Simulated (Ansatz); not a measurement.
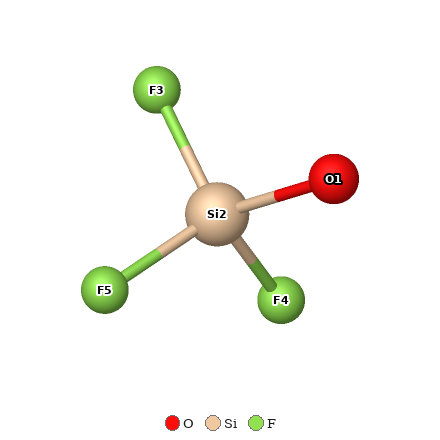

The system is F3OSi, SMILES [O][Si](F)(F)F, spin multiplicity 2; the picture shows the reference structure. 
- Coordinates scanned: (1) bond length Si2–F4; (2) bond length Si2–F5.
- Nothing is relaxed (all other coordinates rigid).
- Grid: 7 × 7 points.
- All energies are given in kJ/mol relative to the lowest grid point.
- All numbers below come from UKS B3LYP-D4/def2-SVP in Ansatz 0.2.0.

Its coordinates:

```xyz
5

O     1.1023    1.2323   -0.0194
Si   -0.0058   -0.0167   -0.0023
F    -1.3494    0.3756   -0.7653
F     0.7112   -1.2353   -0.7383
F    -0.4082   -0.4295    1.4839
```

Range: bond length Si2–F4 from 1.403 to 1.992 Å; bond length Si2–F5 from 1.307 to 2.391 Å.

> Predict the map.

The lowest grid point is at bond length Si2–F4 = 1.599 Å, bond length Si2–F5 = 1.669 Å. The bottom of the well lies between grid points, at about bond length Si2–F4 = 1.593 Å, bond length Si2–F5 = 1.591 Å, about 9.6 kJ/mol lower on the interpolated surface. No other kind of well shows on this grid. The highest grid point, bond length Si2–F4 = 1.992 Å, bond length Si2–F5 = 2.391 Å, lies 514 kJ/mol above the lowest. Round the minimum the two coordinates are nearly uncoupled.

| bond length Si2–F5 ↓, bond length Si2–F4 → | 1.403 | 1.501 | 1.599 | 1.698 | 1.796 | 1.894 | 1.992 |
| --- | --- | --- | --- | --- | --- | --- | --- |
| 2.391 | 448 | 371 | 355 | 373 | 412 | 461 | 514 |
| 2.211 | 360 | 283 | 266 | 285 | 323 | 372 | 426 |
| 2.030 | 262 | 185 | 168 | 186 | 225 | 274 | 327 |
| 1.849 | 166 | 88 | 70 | 88 | 127 | 176 | 229 |
| 1.669 | 97 | 19 | 0 | 17 | 55 | 104 | 157 |
| 1.488 | 117 | 37 | 16 | 33 | 69 | 117 | 170 |
| 1.307 | 367 | 284 | 262 | 276 | 312 | 359 | 411 |

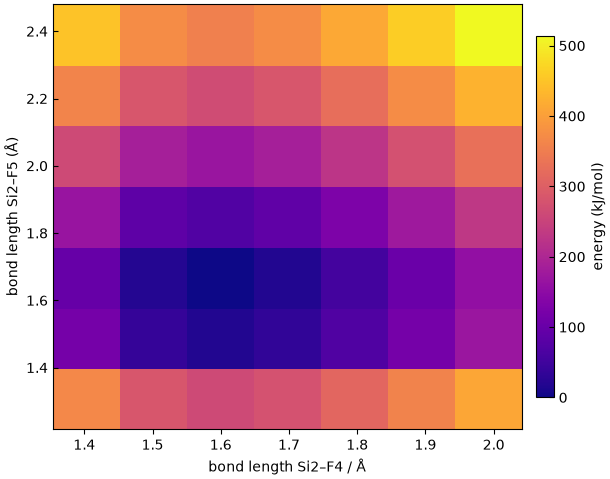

In the figure: one coloured cell a grid point.

Each point was launched as `ansatz run input.yaml --threads 1 --pin off --max-ram 2560MiB --backend cpu --events-out ev --progress --plain --runs-dir out`. Time for the 49 points that were run: 12 min on 1 thread of Arm Neoverse V2, with other jobs on the host.
